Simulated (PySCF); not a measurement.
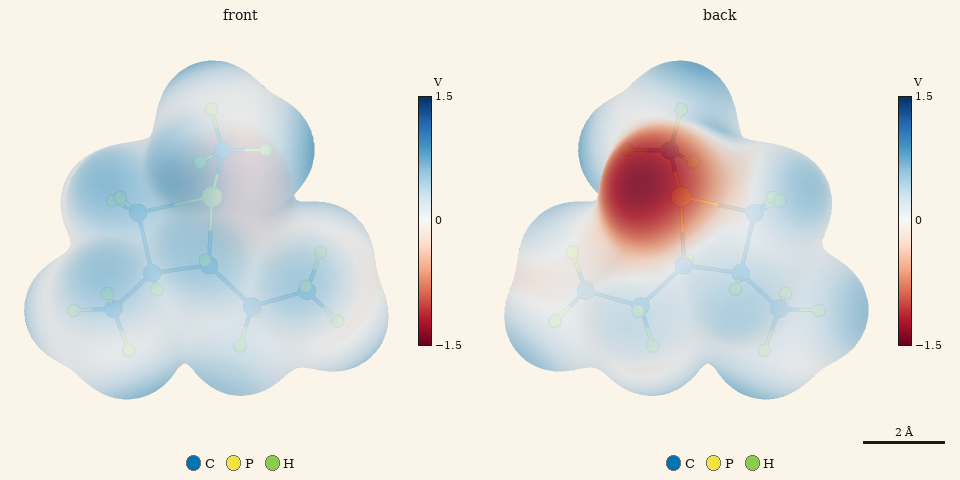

Figure 1: C$_{7}$H$_{15}$P. The electrostatic potential painted on the density surface at 0.002 e/bohr³, seen from the front and from behind; the colour scale runs from red (negative) to blue (positive).

Geometry: PBE0-D3(BJ)/def2-SVP.

Theory: PBE0/pcSseg-1, SCF density, gas phase, non-relativistic (PySCF).

```xyz
23

C     2.6717    0.5682    0.4607
C     1.7626   -0.4608   -0.1910
C     0.2924   -0.1534    0.0031
C    -0.7538   -1.0423   -0.7046
C    -1.1822   -2.3098    0.0076
C    -1.8141    0.0587   -0.9011
P    -0.4554    1.3540   -0.8500
C    -0.9505    2.4567    0.5484
H     2.4890    0.6344    1.5455
H     2.4974    1.5696    0.0332
H     3.7356    0.3265    0.3149
H     1.9763   -0.5127   -1.2730
H     1.9814   -1.4663    0.2132
H     0.0516   -0.1024    1.0819
H    -0.3464   -1.3081   -1.6975
H    -1.9535   -2.8502   -0.5644
H    -1.6006   -2.0782    1.0006
H    -0.3317   -2.9951    0.1522
H    -2.4335   -0.0005   -1.8078
H    -2.4748    0.1382   -0.0213
H    -1.3725    1.9005    1.4006
H    -0.0698    3.0216    0.8927
H    -1.6945    3.1871    0.1943
```

**Describe the electrostatic potential map.**

The most negative region (about −1.3 V) lies over P7, the most positive (about +0.7 V) over H21, H22 and H23.

**How polar is the molecule by this calculation?**

Its dipole moment is 1.28 D.
